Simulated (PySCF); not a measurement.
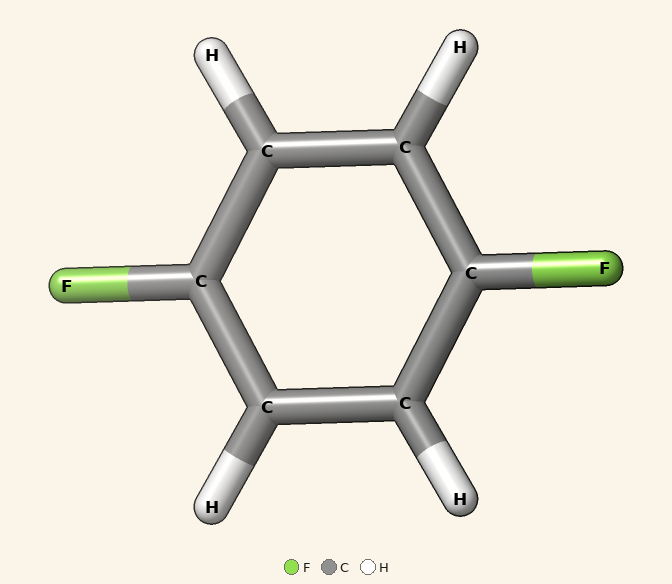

The picture shows a molecular structure as a stick model.

The computed structure is the end point of a GFN2-xTB optimisation. No frequency run is at hand to confirm it as a minimum.

Which formula does it have?

C6H4F2, 12 atoms: 6 carbon, 4 hydrogen and 2 fluorine.

Describe its rings.

Independent rings (smallest set): 1 of 6 members, 1 of them aromatic.

How many atoms are distinct by symmetry?

4: 2 F, 2 C, 4 C, 4 H.

What is its SMILES?

Fc1ccc(F)cc1

More results for the same structure follow; atom numbers are the same in all pictures, views and colours differ.

## Geometry

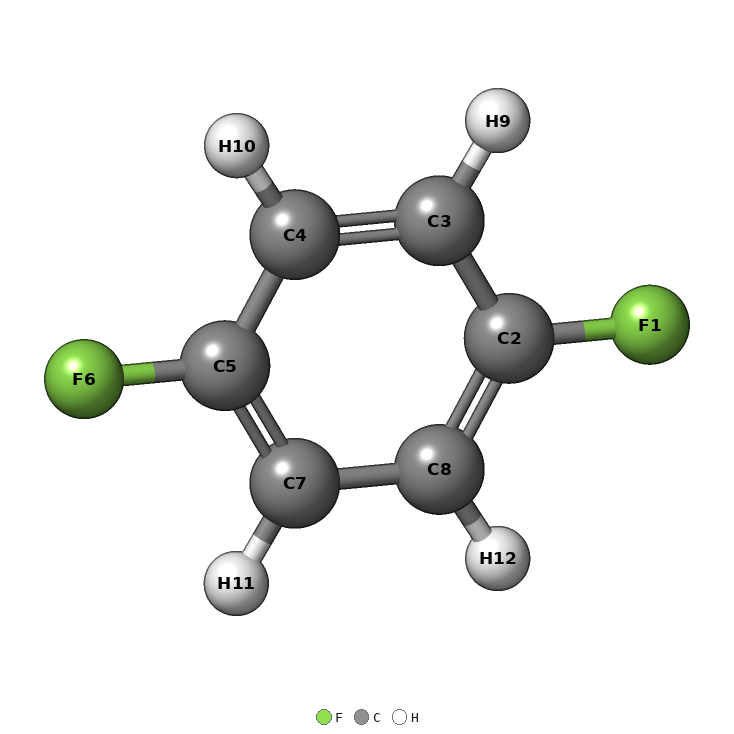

The atoms are numbered. No frequency run is at hand to confirm it as a minimum.

How are the neighbours of atom 2 arranged?

C2 has 3 neighbours (F1 at 1.35, C3 at 1.38, C8 at 1.38 Å); the arrangement is trigonal planar.

How are the neighbours of atom 3 arranged?

C3 has 3 neighbours (C2 at 1.38, C4 at 1.38, H9 at 1.08 Å); the arrangement is trigonal planar.

What is the dihedral angle C3–C4–C5–C7?

0° in size, that is syn (eclipsed).

## Electronic properties

No frequency run is at hand to confirm it as a minimum. Method: PBE0/pcSseg-1, gas phase (PySCF 2.14.0).

Estimate the HOMO energy (Kohn–Sham orbital).

−7.23 eV.

Estimate the HOMO–LUMO gap.

6.37 eV.

## Ring current

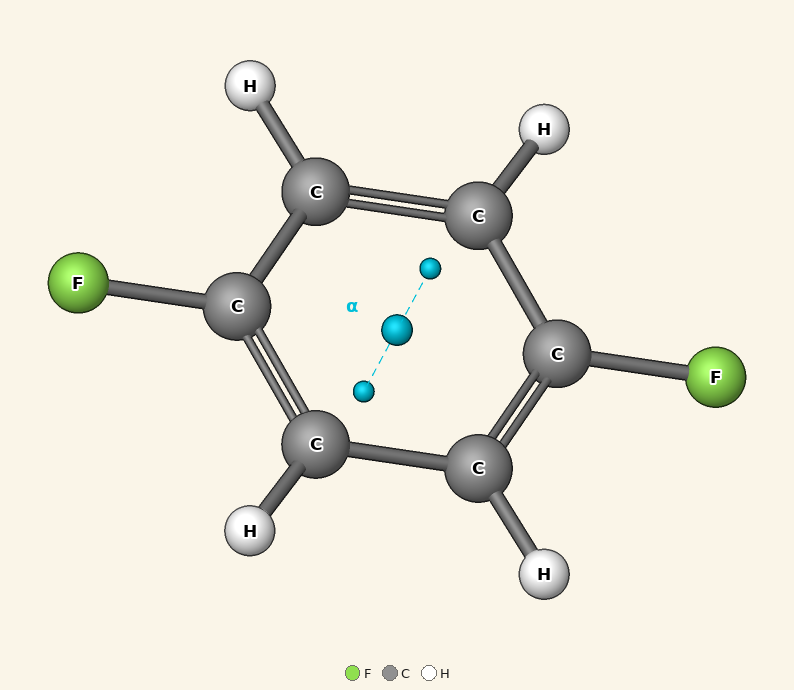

The small points mark where nucleus-independent chemical shifts (NICS) were computed: at the centre of each lettered ring and 1 Å above and below it. No frequency run is at hand to confirm it as a minimum. Method: GIAO PBE0/pcSseg-1 NMR shielding, non-relativistic, gas phase (PySCF 2.14.0).

Give NICS(0), NICS(1) and the out-of-plane component NICS(1)zz for each ring (means of the two sides).

```
ring  members  NICS(0)  NICS(1)  NICS(1)zz
   α       C6    −11.7    −11.4      −27.5
```

Values in ppm.

What do the values say about the ring currents?

Ring α: diatropic, as in an aromatic ring. NICS is one index among several.

## Charges

The questions are on IAO charges. No frequency run is at hand to confirm it as a minimum. Level of theory: PBE0/pcSseg-1, gas phase (PySCF 2.14.0).

Which atom carries the highest charge (most positive or least negative)?

C2, C5 (0.28 e).

And the lowest?

F1, F6 (−0.27 e).

Give the IAO charges atom by atom.

```
atom  value (e)
  F1      −0.27
  C2       0.28
  C3      −0.18
  C4      −0.18
  C5       0.28
  F6      −0.27
  C7      −0.18
  C8      −0.18
  H9       0.18
 H10       0.18
 H11       0.18
 H12       0.18
```
